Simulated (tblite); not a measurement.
Geometry relaxation of C₅H₈OP₂Si (part 4 of 4)

Continued. System: C₅H₈OP₂Si. Method: GFN2-xTB geometry optimisation, gas phase (tblite 0.8.0). It belongs to a series of runs on one base structure; here: C3H6OH replaced by 3-furyl.

Geometry of the input (Å):
```
Si -3.4495  -0.9479  -0.3438
C  -1.7345  -0.5109  0.2648
P  -1.6477  1.3364  0.3640
P  0.1640  2.1538  0.5271
C  1.5709  0.9742  0.6006
C  2.8342  1.3121  0.1711
C  3.6125  0.1747  0.3705
O  2.8569  -0.7715  0.8830
C  1.6133  -0.3344  1.0284
H  -4.3947  -0.2406  0.5582
H  -3.6809  -0.3846  -1.7010
H  -3.7476  -2.3658  -0.2517
H  -0.9704  -0.9255  -0.4303
H  -1.6506  -1.0009  1.2691
H  3.2038  2.2619  -0.2315
H  4.6626  0.1515  0.1399
H  0.7505  -0.8704  1.4212
```

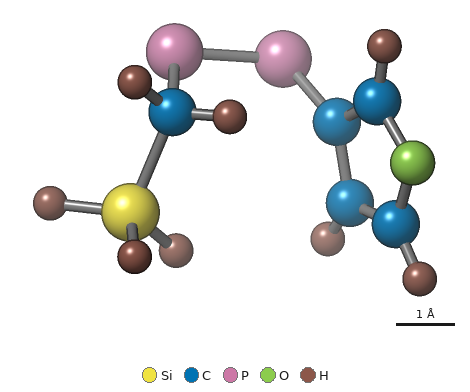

*The geometry at step 189 of the log (ball-and-stick view, seen on its broad side).*

### Trajectory as extended XYZ, continued
```
17
Properties=species:S:1:pos:R:3:forces:R:3 step=167 energy=-695.98597
Si   -2.0005   -0.7123   -0.8384   -0.0100   0.0010  -0.0040
C    -1.6784   -0.3278    1.0072    0.0030   0.0030   0.0040
P    -1.9055    1.4747    1.3697   -0.0020   0.0020   0.0040
P    -0.0810    2.3782    1.2235    0.0000  -0.0040   0.0140
C     1.0631    1.0368    0.7968   -0.0110  -0.0010   0.0010
C     1.5311    0.6950   -0.5049    0.0100   0.0060  -0.0160
C     2.3773   -0.3525   -0.3345    0.0090  -0.0060  -0.0030
O     2.4764   -0.6823    0.9639    0.0040   0.0040   0.0010
C     1.6837    0.1615    1.6444   -0.0060   0.0120   0.0000
H    -3.4419   -0.6507   -1.0747   -0.0120   0.0050  -0.0020
H    -1.3219    0.2701   -1.6849    0.0090  -0.0090   0.0020
H    -1.4780   -2.0544   -1.1008    0.0000  -0.0050   0.0000
H    -0.6844   -0.6648    1.3002    0.0080  -0.0050   0.0040
H    -2.4064   -0.8652    1.6160   -0.0100   0.0060  -0.0030
H     1.2693    1.1795   -1.4235   -0.0020  -0.0110   0.0070
H     2.9481   -0.9326   -1.0318    0.0130   0.0020  -0.0090
H     1.6421    0.0588    2.7112   -0.0030  -0.0020   0.0010
17
Properties=species:S:1:pos:R:3:forces:R:3 step=171 energy=-695.98652
Si   -2.0152   -0.7170   -0.8384    0.0260   0.0050  -0.0310
C    -1.6784   -0.3286    1.0032   -0.0100   0.0020  -0.0160
P    -1.9053    1.4736    1.3648    0.0010   0.0020   0.0130
P    -0.0783    2.3741    1.2353    0.0010   0.0030   0.0020
C     1.0671    1.0358    0.8022   -0.0060  -0.0090   0.0110
C     1.5349    0.6992   -0.5011   -0.0020   0.0060   0.0170
C     2.3850   -0.3456   -0.3344    0.0010   0.0090   0.0000
O     2.4882   -0.6783    0.9631   -0.0150   0.0100  -0.0060
C     1.6921    0.1605    1.6469    0.0050   0.0110   0.0030
H    -3.4540   -0.6282   -1.0815   -0.0100   0.0110   0.0070
H    -1.3090    0.2464   -1.6845   -0.0010  -0.0090  -0.0060
H    -1.5202   -2.0709   -1.0952   -0.0050  -0.0030   0.0040
H    -0.6814   -0.6649    1.2890   -0.0280  -0.0110   0.0110
H    -2.4078   -0.8646    1.6113    0.0160  -0.0010   0.0270
H     1.2694    1.1844   -1.4176   -0.0050  -0.0030  -0.0090
H     2.9538   -0.9194   -1.0376    0.0330  -0.0190  -0.0050
H     1.6521    0.0554    2.7141    0.0000  -0.0030  -0.0200
17
Properties=species:S:1:pos:R:3:forces:R:3 step=176 energy=-695.98865
Si   -2.0650   -0.7180   -0.8533   -0.0270   0.0040   0.0720
C    -1.6814   -0.3556    0.9859   -0.0150  -0.0060  -0.0050
P    -1.9049    1.4389    1.3835   -0.0150   0.0140   0.0030
P    -0.0826    2.3480    1.2661   -0.0190   0.0260  -0.0140
C     1.0721    1.0273    0.8100    0.0040   0.0140   0.0000
C     1.5427    0.7041   -0.4957    0.0190  -0.0040  -0.0090
C     2.4304   -0.3100   -0.3316   -0.0110  -0.0290   0.0060
O     2.5491   -0.6365    0.9661    0.0210  -0.0200   0.0130
C     1.7316    0.1772    1.6528    0.0010  -0.0050  -0.0200
H    -3.4945   -0.4985   -1.0715    0.0020   0.0090  -0.0110
H    -1.2847    0.1731   -1.7088    0.0250   0.0120  -0.0280
H    -1.7066   -2.1151   -1.0981    0.0120  -0.0190  -0.0140
H    -0.6834   -0.7024    1.2535    0.0100   0.0070  -0.0170
H    -2.4002   -0.8960    1.6026   -0.0080  -0.0210   0.0130
H     1.2532    1.1765   -1.4121    0.0050  -0.0020   0.0020
H     3.0184   -0.8738   -1.0289   -0.0060   0.0300  -0.0160
H     1.6989    0.0728    2.7190    0.0010  -0.0090   0.0250
17
Properties=species:S:1:pos:R:3:forces:R:3 step=180 energy=-695.98951
Si   -2.0782   -0.7197   -0.8511   -0.0140  -0.0100  -0.0250
C    -1.6797   -0.3642    0.9838   -0.0110   0.0150   0.0090
P    -1.9113    1.4302    1.3820    0.0110  -0.0020   0.0020
P    -0.0906    2.3438    1.2680    0.0090  -0.0090  -0.0140
C     1.0751    1.0280    0.8155   -0.0010  -0.0070   0.0070
C     1.5443    0.7050   -0.4910    0.0030   0.0040  -0.0020
C     2.4375   -0.3047   -0.3294   -0.0080   0.0170  -0.0050
O     2.5649   -0.6281    0.9683   -0.0180   0.0080  -0.0010
C     1.7436    0.1820    1.6560   -0.0050  -0.0070   0.0170
H    -3.4997   -0.4556   -1.0745    0.0060   0.0080   0.0020
H    -1.2715    0.1453   -1.7132    0.0050  -0.0120   0.0060
H    -1.7674   -2.1289   -1.1026    0.0100   0.0150   0.0060
H    -0.6754   -0.7017    1.2392    0.0050  -0.0060  -0.0090
H    -2.3886   -0.9121    1.6051   -0.0020  -0.0130   0.0190
H     1.2482    1.1750   -1.4063    0.0060  -0.0040  -0.0080
H     3.0273   -0.8580   -1.0330    0.0050   0.0010  -0.0030
H     1.7145    0.0757    2.7230    0.0010   0.0000   0.0000
17
Properties=species:S:1:pos:R:3:forces:R:3 step=185 energy=-695.98991
Si   -2.0917   -0.7215   -0.8529    0.0010   0.0040   0.0000
C    -1.6799   -0.3700    0.9808    0.0020  -0.0110  -0.0030
P    -1.9107    1.4226    1.3859   -0.0020  -0.0040   0.0010
P    -0.0923    2.3403    1.2704   -0.0030   0.0020   0.0030
C     1.0759    1.0277    0.8196   -0.0070  -0.0010  -0.0050
C     1.5437    0.7081   -0.4880    0.0060   0.0040  -0.0100
C     2.4423   -0.2966   -0.3289    0.0080  -0.0020  -0.0040
O     2.5736   -0.6202    0.9682   -0.0040  -0.0100   0.0080
C     1.7495    0.1844    1.6588    0.0030   0.0010   0.0000
H    -3.5047   -0.4169   -1.0769    0.0050  -0.0010  -0.0010
H    -1.2572    0.1163   -1.7154    0.0000  -0.0030   0.0020
H    -1.8103   -2.1376   -1.0994   -0.0040   0.0080   0.0060
H    -0.6713   -0.7073    1.2199    0.0030   0.0040   0.0030
H    -2.3781   -0.9242    1.6095   -0.0010   0.0040   0.0040
H     1.2445    1.1748   -1.4039   -0.0020   0.0080  -0.0040
H     3.0345   -0.8458   -1.0338    0.0030  -0.0010  -0.0030
H     1.7252    0.0778    2.7256   -0.0060   0.0000   0.0040
17
Properties=species:S:1:pos:R:3:forces:R:3 step=189 energy=-695.98999
Si   -2.0929   -0.7217   -0.8528    0.0020  -0.0070   0.0060
C    -1.6799   -0.3717    0.9806    0.0030   0.0020   0.0050
P    -1.9118    1.4207    1.3859   -0.0010   0.0020   0.0030
P    -0.0938    2.3393    1.2719    0.0030  -0.0050  -0.0040
C     1.0751    1.0273    0.8191    0.0040   0.0060  -0.0030
C     1.5446    0.7091   -0.4885   -0.0010   0.0040  -0.0020
C     2.4434   -0.2957   -0.3296   -0.0020   0.0050  -0.0050
O     2.5737   -0.6203    0.9675   -0.0010   0.0020   0.0040
C     1.7499    0.1848    1.6580   -0.0090  -0.0090   0.0060
H    -3.5034   -0.4093   -1.0794    0.0010   0.0000  -0.0010
H    -1.2513    0.1086   -1.7149    0.0030   0.0040  -0.0030
H    -1.8185   -2.1395   -1.0953   -0.0050   0.0010   0.0010
H    -0.6700   -0.7064    1.2183   -0.0020  -0.0030   0.0040
H    -2.3767   -0.9253    1.6114    0.0020  -0.0020  -0.0030
H     1.2445    1.1783   -1.4028    0.0040   0.0010  -0.0110
H     3.0359   -0.8444   -1.0347    0.0000   0.0020   0.0010
H     1.7242    0.0782    2.7248   -0.0030  -0.0030   0.0020
17
Properties=species:S:1:pos:R:3:forces:R:3 step=194 energy=-695.99022
Si   -2.0965   -0.7260   -0.8503    0.0040   0.0150  -0.0080
C    -1.6753   -0.3773    0.9809    0.0040   0.0000   0.0000
P    -1.9118    1.4138    1.3881    0.0080  -0.0020   0.0050
P    -0.0961    2.3371    1.2743   -0.0110   0.0210  -0.0030
C     1.0763    1.0309    0.8179   -0.0130  -0.0040   0.0030
C     1.5492    0.7184   -0.4894    0.0030  -0.0010  -0.0010
C     2.4465   -0.2879   -0.3315    0.0040   0.0020  -0.0010
O     2.5723   -0.6183    0.9649   -0.0060  -0.0040  -0.0030
C     1.7454    0.1830    1.6557    0.0090   0.0110  -0.0040
H    -3.4965   -0.3727   -1.0797   -0.0070   0.0010  -0.0040
H    -1.2299    0.0734   -1.7175    0.0000   0.0000   0.0040
H    -1.8670   -2.1522   -1.0839    0.0020  -0.0180  -0.0020
H    -0.6641   -0.7110    1.2142   -0.0040   0.0010   0.0050
H    -2.3692   -0.9342    1.6117   -0.0010  -0.0010   0.0090
H     1.2516    1.1929   -1.4019    0.0090  -0.0050  -0.0100
H     3.0408   -0.8350   -1.0363    0.0020   0.0030  -0.0030
H     1.7173    0.0771    2.7223   -0.0010  -0.0180   0.0100
17
Properties=species:S:1:pos:R:3:forces:R:3 step=198 energy=-695.99106
Si   -2.0678   -0.7503   -0.8273    0.0350   0.0190   0.0390
C    -1.6917   -0.3647    1.0083   -0.0310  -0.0140  -0.0080
P    -1.9178    1.4361    1.3835    0.0240  -0.0200   0.0070
P    -0.0959    2.3475    1.2659    0.0090  -0.0400  -0.0250
C     1.0670    1.0318    0.8040    0.0040  -0.0110   0.0090
C     1.5722    0.7613   -0.5017   -0.0020   0.0080   0.0330
C     2.4510   -0.2629   -0.3578    0.0120  -0.0100   0.0130
O     2.5366   -0.6451    0.9283   -0.0220   0.0220  -0.0310
C     1.7010    0.1412    1.6263   -0.0040   0.0510  -0.0080
H    -3.4265   -0.3093   -1.1335   -0.0290   0.0050   0.0060
H    -1.1129   -0.0510   -1.6850    0.0240   0.0220  -0.0100
H    -1.9307   -2.1958   -1.0006   -0.0020  -0.0390  -0.0010
H    -0.6949   -0.7095    1.2853    0.0010   0.0150  -0.0330
H    -2.4124   -0.9016    1.6270   -0.0100   0.0160   0.0110
H     1.3084    1.2737   -1.4042    0.0030  -0.0010  -0.0010
H     3.0596   -0.7882   -1.0671   -0.0030  -0.0050   0.0020
H     1.6478   -0.0013    2.6881   -0.0090  -0.0170  -0.0040
17
Properties=species:S:1:pos:R:3:forces:R:3 step=203 energy=-695.99211
Si   -2.0603   -0.7623   -0.8101   -0.0230   0.0160   0.0000
C    -1.7018   -0.3688    1.0255   -0.0050  -0.0010   0.0150
P    -1.9193    1.4344    1.3899   -0.0060   0.0060  -0.0020
P    -0.1027    2.3492    1.2378   -0.0010   0.0080   0.0020
C     1.0622    1.0358    0.7851    0.0130  -0.0050   0.0050
C     1.5985    0.7875   -0.5121   -0.0040  -0.0010   0.0010
C     2.4657   -0.2464   -0.3668    0.0060  -0.0090   0.0050
O     2.5170   -0.6516    0.9135    0.0070  -0.0050  -0.0150
C     1.6718    0.1283    1.6067   -0.0050  -0.0090  -0.0060
H    -3.3972   -0.2706   -1.1450    0.0130  -0.0060   0.0060
H    -1.0576   -0.1074   -1.6500    0.0060   0.0050  -0.0070
H    -1.9842   -2.2156   -0.9671    0.0060  -0.0080   0.0020
H    -0.7056   -0.7129    1.3045   -0.0050  -0.0050  -0.0060
H    -2.4275   -0.8945    1.6478    0.0060  -0.0070  -0.0030
H     1.3598    1.3177   -1.4118    0.0010  -0.0030   0.0100
H     3.0841   -0.7671   -1.0711    0.0020   0.0060   0.0040
H     1.5903   -0.0436    2.6628   -0.0100   0.0180  -0.0110
17
Properties=species:S:1:pos:R:3:forces:R:3 step=207 energy=-695.99235
Si   -2.0634   -0.7601   -0.8066   -0.0020   0.0000   0.0110
C    -1.7044   -0.3689    1.0295    0.0010   0.0050  -0.0010
P    -1.9197    1.4348    1.3929    0.0010   0.0000  -0.0010
P    -0.1033    2.3487    1.2298   -0.0030  -0.0030  -0.0020
C     1.0613    1.0340    0.7784   -0.0050   0.0000  -0.0020
C     1.6053    0.7872   -0.5154    0.0030  -0.0010  -0.0020
C     2.4727   -0.2461   -0.3661    0.0040   0.0070  -0.0070
O     2.5166   -0.6531    0.9135   -0.0070  -0.0060   0.0070
C     1.6652    0.1246    1.6017    0.0010  -0.0010   0.0100
H    -3.4013   -0.2749   -1.1402   -0.0120   0.0050  -0.0010
H    -1.0629   -0.1018   -1.6458    0.0090   0.0100  -0.0100
H    -1.9800   -2.2128   -0.9635    0.0040  -0.0140  -0.0010
H    -0.7077   -0.7142    1.3046   -0.0010  -0.0010   0.0020
H    -2.4285   -0.8962    1.6517   -0.0010  -0.0030   0.0040
H     1.3708    1.3181   -1.4152    0.0020   0.0040  -0.0070
H     3.0985   -0.7624   -1.0668    0.0000  -0.0030  -0.0010
H     1.5737   -0.0448    2.6570    0.0050  -0.0010   0.0020
17
Properties=species:S:1:pos:R:3:forces:R:3 step=212 energy=-695.99256
Si   -2.0669   -0.7558   -0.8066   -0.0010   0.0000   0.0000
C    -1.7014   -0.3638    1.0285   -0.0020   0.0000  -0.0050
P    -1.9167    1.4403    1.3890   -0.0020  -0.0030  -0.0010
P    -0.0997    2.3520    1.2201   -0.0030  -0.0010   0.0010
C     1.0625    1.0330    0.7757    0.0030   0.0010  -0.0030
C     1.6098    0.7808   -0.5159    0.0010   0.0010   0.0000
C     2.4743   -0.2540   -0.3608   -0.0040  -0.0070   0.0010
O     2.5122   -0.6580    0.9202    0.0020  -0.0010   0.0000
C     1.6615    0.1246    1.6037   -0.0030  -0.0030  -0.0020
H    -3.4263   -0.3192   -1.1227   -0.0010   0.0050   0.0050
H    -1.1030   -0.0534   -1.6551   -0.0010  -0.0040   0.0040
H    -1.9326   -2.2044   -0.9728    0.0060   0.0010  -0.0020
H    -0.7032   -0.7082    1.2998   -0.0030   0.0020   0.0010
H    -2.4220   -0.8920    1.6541   -0.0020   0.0000   0.0000
H     1.3792    1.3088   -1.4185    0.0020   0.0050  -0.0030
H     3.0994   -0.7756   -1.0582    0.0010   0.0020   0.0010
H     1.5658   -0.0430    2.6589    0.0050   0.0030   0.0030
```

### Results in brief

```tsv
quantity	value
outcome	converged
total energy	−695.9926 eV
hardware	1 CPU thread, shared host
wall time	1.8 s
peak memory	0.18 GiB
```
